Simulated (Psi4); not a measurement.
# SF6 (sulfur hexafluoride): HF/may-cc-pVTZ (density fitting, sweep point 7)

What is the vertical ionisation energy of SF6 (sulfur hexafluoride) at HF/may-cc-pVTZ (density fitting, sweep point 7)? Input form: a Python script.

The calculation is run with Psi4 1.11.

**1. The molecule**

SF6 has 7 atoms, charge 0, and is taken as a singlet. SMILES: `FS(F)(F)(F)(F)F`. The shape is that of a PBE0-D4/def2-TZVP optimisation.

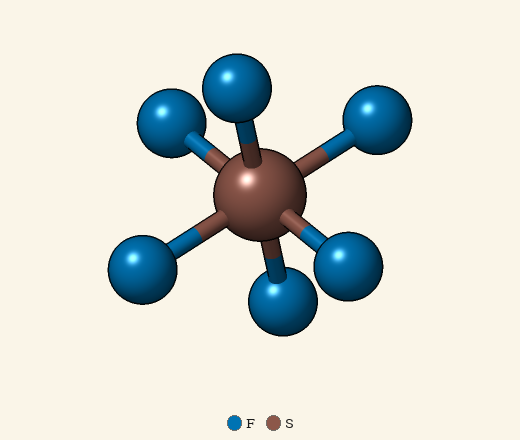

Viewed from a chosen angle; fluorine blue, sulfur brown.

**2. A single-point energy at HF/may-cc-pVTZ (density fitting, sweep point 7)**

File job.py:

```python
import psi4

psi4.set_memory('1600 MB')
psi4.set_num_threads(1)
psi4.set_output_file('f6s.out', False)

m = psi4.geometry("""
0 1
F     -0.566040    -1.308390     0.646140
S      0.000000     0.000000     0.000000
F      1.164640     0.012530     1.045590
F     -1.164600    -0.012550    -1.045640
F      0.565990     1.308430    -0.646120
F     -0.879260     0.858880     0.969040
F      0.879260    -0.858900    -0.969010
symmetry c1
""")

psi4.set_options({
    'basis': 'may-cc-pVTZ',
    'reference': 'rhf',
    'puream': True,
    'scf_type': 'df',
})

e = psi4.energy("scf", molecule=m)
print(f'total energy {e:.8f} hartree = {e * 27.211386:.5f} eV')
```

Command:

```console
python job.py
```

f6s.out (excerpt; [...] marks lines left out):

```text
[...]
  Running in c1 symmetry.
[...]
  Nuclear repulsion =  565.564093798421709
[...]
  Multiplicity = 1
[...]
  Nalpha       = 35
  Nbeta        = 35
[...]
    Number of basis functions: 242
[...]
   @DF-RHF iter   1:  -994.02098077390485    6.47533e-01   3.74282e-03 DIIS/ADIIS
[...]
   @DF-RHF iter   7:  -994.30125630412419   -1.40293e-07   2.87705e-07 DIIS
[...]
    Orbital Energies [Eh]
    ---------------------
    Doubly Occupied:
       1A    -92.458580     2A    -26.383325     3A    -26.383324
       4A    -26.383304     5A    -26.383304     6A    -26.383303
       7A    -26.383257     8A     -9.390103     9A     -7.078644
      10A     -7.078644    11A     -7.078644    12A     -1.836677
      13A     -1.709139    14A     -1.709138    15A     -1.709136
      16A     -1.655186    17A     -1.655185    18A     -1.095538
      19A     -0.920276    20A     -0.920275    21A     -0.920275
      22A     -0.829097    23A     -0.829096    24A     -0.829095
      25A     -0.734551    26A     -0.734550    27A     -0.727436
      28A     -0.727436    29A     -0.727435    30A     -0.715026
      31A     -0.715026    32A     -0.715026    33A     -0.677927
      34A     -0.677927    35A     -0.677926
[...]
  @DF-RHF Final Energy:  -994.30125630412419
   => Energetics <=
    Nuclear Repulsion Energy =            565.5640937984217089
    One-Electron Energy =               -2508.0651653473241822
    Two-Electron Energy =                 948.1998152447782786
    Total Energy =                       -994.3012563041241947
[...]
 Multipole Moments:
 ------------------------------------------------------------------------------------
     Multipole            Electronic (a.u.)      Nuclear  (a.u.)        Total (a.u.)
 ------------------------------------------------------------------------------------
 L = 1.  Multiply by 2.5417464519 to convert [e a0] to [Debye]
 Dipole X            :          0.0000104            0.0000021            0.0000125
 Dipole Y            :         -0.0000094            0.0000000           -0.0000094
 Dipole Z            :          0.0000007            0.0000000            0.0000007
 Magnitude           :                                                    0.0000157
[...]
```

Standard output:

```text
total energy -994.30125630 hartree = -27056.31529 eV
```

It took 8.4 s on 1 thread of AMD EPYC 7B13 (Zen 3), shared host; peak memory 0.65 GiB.

**3. The doublet cation at the same level**

File job.py:

```python
import psi4

psi4.set_memory(1600000000)
psi4.set_num_threads(1)
psi4.set_output_file('psi4.out', False)

geom = psi4.geometry("""
1 2
F     -0.566040    -1.308390     0.646140
S      0.000000     0.000000     0.000000
F      1.164640     0.012530     1.045590
F     -1.164600    -0.012550    -1.045640
F      0.565990     1.308430    -0.646120
F     -0.879260     0.858880     0.969040
F      0.879260    -0.858900    -0.969010
units angstrom
symmetry c1
""")

psi4.set_options({
    'reference': 'uhf',
    'puream': True,
    'scf_type': 'df',
    'maxiter': 100,
})

e_tot, wfn = psi4.energy('scf/may-cc-pVTZ', molecule=geom, return_wfn=True)
print(f'scf/may-cc-pVTZ energy: {e_tot:.10f} Eh')
```

Command:

```console
python job.py
```

psi4.out (excerpt; [...] marks lines left out):

```text
[...]
  Running in c1 symmetry.
[...]
  Nuclear repulsion =  565.564093798421709
[...]
  Multiplicity = 2
[...]
  Nalpha       = 35
  Nbeta        = 34
[...]
    Number of basis functions: 242
[...]
   @DF-UHF iter   1:  -993.34920938971709    1.31930e+00   3.80748e-03 ADIIS/DIIS
[...]
   @DF-UHF iter  15:  -993.67701351877929   -7.07358e-07   6.77743e-07 DIIS
[...]
   @S^2 Observed:                7.853561102E-01
[...]
    Orbital Energies [Eh]
    ---------------------
    Alpha Occupied:
       1A    -92.737415     2A    -26.726505     3A    -26.726498
       4A    -26.726413     5A    -26.726405     6A    -26.633635
       7A    -26.633632     8A     -9.668378     9A     -7.357363
      10A     -7.357362    11A     -7.355717    12A     -2.136705
      13A     -2.035520    14A     -2.035444    15A     -1.985888
      16A     -1.953146    17A     -1.921106    18A     -1.379647
      19A     -1.224667    20A     -1.224638    21A     -1.181034
      22A     -1.169258    23A     -1.112072    24A     -1.112026
      25A     -1.067411    26A     -1.067344    27A     -1.050850
      28A     -1.043263    29A     -1.036609    30A     -1.002060
      31A     -0.991637    32A     -0.969418    33A     -0.969410
      34A     -0.949672    35A     -0.949651
[...]
  @DF-UHF Final Energy:  -993.67701351877929
   => Energetics <=
    Nuclear Repulsion Energy =            565.5640937984217089
    One-Electron Energy =               -2488.1354307183291894
    Two-Electron Energy =                 928.8943234011281902
    Total Energy =                       -993.6770135187792903
  UHF NO Occupations:
  HONO-2 :   33  A 1.9946351
  HONO-1 :   34  A 1.9942968
  HONO-0 :   35  A 1.0000000
  LUNO+0 :   36  A 0.0057032
  LUNO+1 :   37  A 0.0053649
[...]
 Multipole Moments:
 ------------------------------------------------------------------------------------
     Multipole            Electronic (a.u.)      Nuclear  (a.u.)        Total (a.u.)
 ------------------------------------------------------------------------------------
 L = 1.  Multiply by 2.5417464519 to convert [e a0] to [Debye]
 Dipole X            :         -0.0000491            0.0000021           -0.0000470
 Dipole Y            :          0.0000468            0.0000000            0.0000468
 Dipole Z            :          0.0000647            0.0000000            0.0000647
 Magnitude           :                                                    0.0000927
[...]
```

The script printed:

```text
scf/may-cc-pVTZ energy: -993.6770135188 Eh
```

Wall time 17 s (1 thread of AMD EPYC 7B13 (Zen 3), shared host); peak memory 0.65 GiB.

**4. Results**

Level: HF/may-cc-pVTZ (density fitting, sweep point 7).

| quantity | value |
| --- | --- |
| singlet SF6: total energy | -994.30126 Eh |
| singlet SF6: dipole moment | 0.00 D |
| singlet SF6: HOMO energy | -18.45 eV |
| singlet SF6: LUMO energy | 2.00 eV |
| singlet SF6: HOMO–LUMO gap | 20.45 eV |
| doublet cation: total energy | -993.67701 Eh |
| doublet cation: HOMO energy (highest over α and β) | -23.07 eV |
| doublet cation: LUMO energy (lowest over α and β) | -15.55 eV |
| doublet cation: ⟨S²⟩ | 0.785 |
| vertical ionisation energy (to the doublet cation) | 16.987 eV |

**Reading.** The vertical ionisation energy comes to 16.99 eV (1639 kJ/mol). The negative HOMO energy of the first species, 18.45 eV, lies 1.46 eV above that difference.
